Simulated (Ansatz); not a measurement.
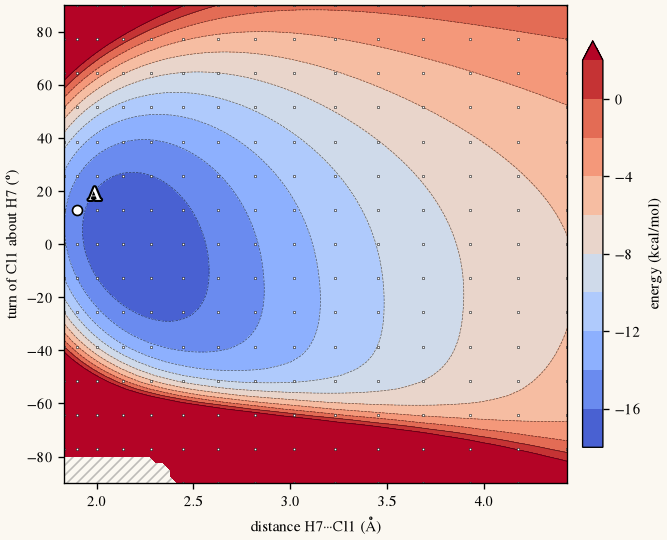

The pair Cl···H₄OSi, charge −1. The turn is about an axis along (−0.71, 0.36, −0.60) in the frame of the relaxed pair, normal to the line between the partners. Coordinates scanned: (1) distance H7···Cl1; (2) turn of Cl1 about H7. Grid: 15 × 15 points. At 5 points there is no value (left out of the scan, as a rule where atoms come close). Energies are in kcal/mol, from the ion and the molecule far apart, frozen as in the relaxed pair, each in its own basis (no counterpoise correction). The calculation used Ansatz 0.2.0, RHF/def2-TZVPD.

In the figure: filled contours, dots at the grid points, one colour for all values above the top of the scale, hatched blanks where no value was computed, the point A. Between grid points the surface is interpolated.

Question: Is A at rest? If not, where is it pushed?

Answer: A, at distance H7···Cl1 = 1.897 Å, turn of Cl1 about H7 = 12.9°, is not a stationary point. The computed force is 19 kcal/mol for each Å towards larger values of distance H7···Cl1 and 0.057 kcal/mol for each degree towards smaller values of turn of Cl1 about H7.
